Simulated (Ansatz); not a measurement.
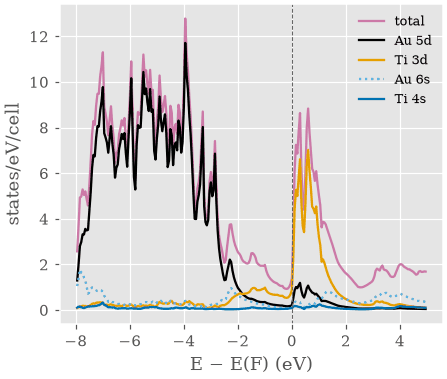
Figure: Total and projected density of states of TiAu$_{4}$ in space group I4/m (No. 87; Ti on 2a, Au on 8h), LDA (plane waves, PAW; program Ansatz)

Q: Which orbitals carry the states next to the Fermi level?

A: Within 0.5 eV of the Fermi level: Ti 3d 72 %, Au 5d 14 %, outside the projected shells 6 %. Projections are on Löwdin-orthogonalised atomic valence shells; empty p or d shells of many metals are not among them.

Q: Where is the tallest occupied peak in this window, and what makes it?

A: Near -3.9 eV, about 13 states/eV per cell; the largest projected share is Au 5d.

The workflow started from a Materials Project entry (that database holds measured and hypothetical structures alike); the Crystallography Open Database copy checked does not list it. With Ti and Au taken as one species the cell has the higher symmetry Fm-3m, so it may be an ordered model of a mixed-site phase. Whether it is the stable phase at ambient conditions was not checked. The cell was relaxed with LDA under the symmetry of its start; its stability against distortions is not shown here. The run is not spin-polarised. Scalar-relativistic: spin–orbit coupling is off unless named, which matters more the heavier the elements.

Potentials: the later of the program's two PAW sets.
